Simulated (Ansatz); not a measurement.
Consider F3HSi···HCl.

The calculation's input:

```
crystal:
  periodic: [false, false, false]
  atoms:
    - { symbol: Si, position_ang: [0.205673, 0.0, -0.084531] }
    - { symbol: H, position_ang: [0.106461, 0.0, 1.374619] }
    - { symbol: F, position_ang: [1.754189, 0.0, -0.501777] }
    - { symbol: F, position_ang: [-0.466723, 1.304768, -0.716967] }
    - { symbol: F, position_ang: [-0.466723, -1.304768, -0.716967] }
    - { symbol: Cl, position_ang: [-2.771475, 0.0, 1.418395] }
    - { symbol: H, position_ang: [-1.619902, 0.0, 2.086528] }
basis:
  gaussian: { orbitals: def2-SVP }
hamiltonian:
  xc: b3lyp
  dispersion: d4
relax:
  f_tol: 0.03
  max_steps: 50
output:
  orbitals: {}
```

Run with:

```sh
ansatz run input.yaml --threads 2 --pin off --max-ram 3072MiB --backend cpu --events-out ev --progress --plain --runs-dir out
```

The fields are those of the run's last geometry, not of the input's.

These are results of Ansatz 0.2.0, RKS B3LYP-D4/def2-SVP, not measurements.

Question: What can the converged electron density and electron localisation function tell about the bonding?

Answer: Si1···Cl6 (3.51 Å): the density falls to about 0.04 e/Å³ on the way; the ELF dips to about 0 between them; a weak contact between the two molecules.
Si–F (1.61 Å): ρ at the midpoint is about 1.1 e/Å³; the ELF peaks at about 0.85 in the valence shell of F, 0.6 Å from its nucleus, and is about 0.50 at the midpoint.

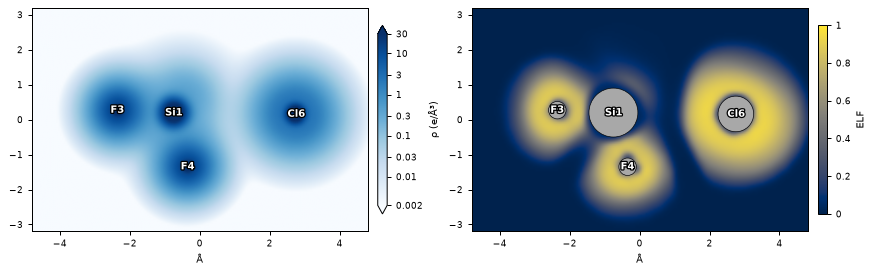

Computed electron density and electron localisation function on the plane of atoms F3, Si1 and F4, in this order. Grey discs cover the atomic cores in the ELF map. 
